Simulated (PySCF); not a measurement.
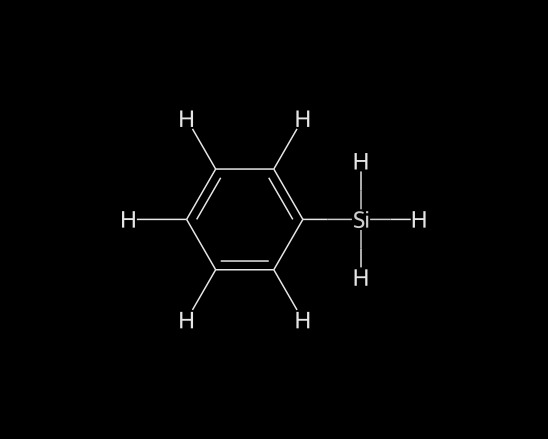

Simulated data, not a measurement (program: PySCF).

2D structure.

Transcribe the drawing into SMILES.

Answer. [SiH3]c1ccccc1

Give the formula, hydrogens included.

Answer. C6H8Si.
